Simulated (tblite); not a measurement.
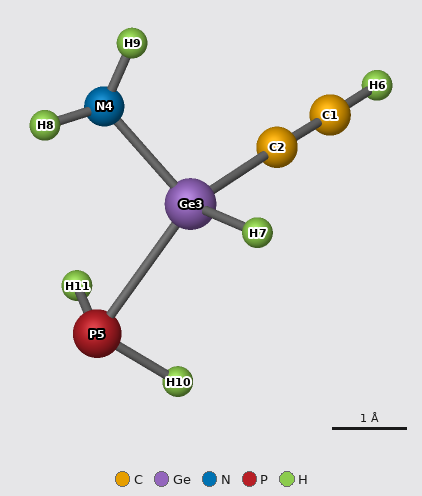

The input geometry (ball-and-stick view, seen at a tilt; atoms are numbered from 1 in the order of the input). Sticks mark near contacts.

Nudged elastic band of C₂H₆GeNP

C₂H₆GeNP, computed with GFN2-xTB climbing-image nudged elastic band, gas phase (tblite 0.8.0).

### What the program printed
```
image   E - E0 / eV
  0       0.0000
  1       0.0648
  2       1.3538
  3       0.1310
  4       0.0607
  5       0.0364
  6       0.0227
```

The run was set up as follows.

### Input file
```
{"job": {"xc": "GFN2-xTB", "basis": "xTB", "kind": "neb"}, "charge": 0, "multiplicity": 1}
C      2.449125    -0.956829    -0.306764
C      1.412653    -0.454347     0.038644
Ge    -0.284261     0.262749     0.559122
N     -0.447243     1.799717    -0.401730
P     -2.107232    -1.033697     0.003675
H      3.368750    -1.376252    -0.603660
H     -0.162223     0.493589     2.070299
H     -1.352050     2.247042    -0.394381
H      0.265385     2.503895    -0.279482
H     -1.547638    -2.183429     0.543500
H     -1.589841    -1.299767    -1.255185
```

The first line tells a small driver script what to run in tblite; the rest is the geometry in Å.

Launched with:
```bash
OMP_NUM_THREADS=1 python <driver script> task.json out
```

### Results in brief

| quantity | value |
| --- | --- |
| outcome | converged |
| forward barrier | 1.354 eV |
| hardware | 1 CPU thread, shared host |
| wall time | 2.7 s |
| peak memory | 0.19 GiB |
